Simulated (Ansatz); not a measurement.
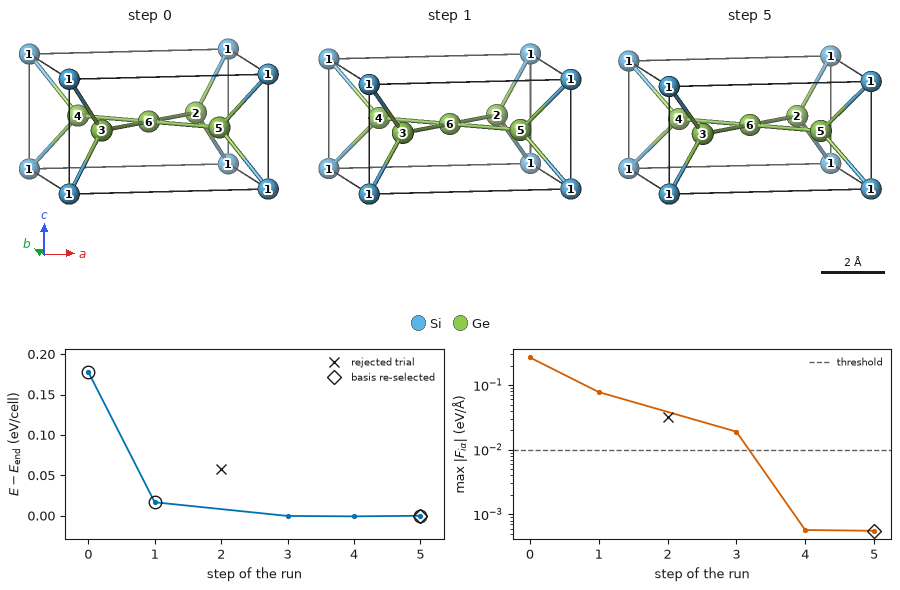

Frames of a relaxation of solid SiGe5 (a generated structure, set up in P4/mmm), marked on the history of the run. The picture is a ball-and-stick view of the cell of the calculation, seen slightly off an axis.

Computed with Ansatz 0.2.0, DFT PBE, scalar-relativistic, plane waves, PAW.

The input:
```yaml
crystal:
  lattice:
    - [6.4474532311, 0.0, 0.0]
    - [0.0, 6.4474532311, 0.0]
    - [0.0, 0.0, 3.6783748759]
  atoms:
    - { symbol: Si, position: [0.0, 0.0, 0.0] }
    - { symbol: Ge, position: [0.7959036121, 0.7959036121, 0.5] }
    - { symbol: Ge, position: [0.2040963879, 0.2040963879, 0.5] }
    - { symbol: Ge, position: [0.2040963879, 0.7959036121, 0.5] }
    - { symbol: Ge, position: [0.7959036121, 0.2040963879, 0.5] }
    - { symbol: Ge, position: [0.5, 0.5, 0.5] }
basis:
  ecutwfc: 420
kpoints:
  mp_grid: { grid: [6, 6, 10] }
hamiltonian:
  xc: pbe
scf:
  occupations: { method: gaussian, width: 0.1 }
output:
  forces: true
  stress: true
  eigenvalues: true
relax:
  adjacent_minimum: "off"
  f_tol: 0.01
  max_steps: 80
  cell: { stress_tol: 0.05 }
```

Run as
```bash
ansatz run input.yaml --threads 1 --pin off --max-ram 2560MiB --backend cpu --events-out ev --progress --plain --runs-dir out
```

> Describe the path.

Over 3 accepted moves (5 points after the start) the energy falls by 0.178 eV per cell of the calculation. Largest force component: 0.27 eV/Å at the start, 0.00056 eV/Å at the end. The pressure goes from 0.47 to 0.02 GPa. The line search rejected the trial step at point 2 of the run. At 1 point the geometry stayed and the basis and grid were re-selected for the new cell (energy shift of 0.7 meV per cell of the calculation at most each time). The largest moves relative to the cell, 0.031 Å, are those of Ge2, Ge3, Ge4 and Ge5. Ge3 goes along [1 1 0]. Si stays in place. Cell: a = b 6.447 → 6.543 Å (+1.5 %), c 3.678 → 3.444 Å (−6.4 %). Volume −3.6 %. Some distances before and after: Ge2–Ge4 2.632 → 2.715 Å, Si1–Ge2 2.616 → 2.579 Å, Ge2–Ge6 2.698 → 2.707 Å. Bond angles that change, for instance: Si1–Ge3–Si1 89.3° → 83.8°, Si1–Ge3–Ge6 135.3° → 138.1°. The space group stays P4/mmm (No. 123). From step 0 to 1: Ge atoms move most (0.04 Å), volume −2.0 %, energy −0.161 eV per cell of the calculation. From step 1 to 5: volume −1.6 %, energy −16.7 meV per cell of the calculation.
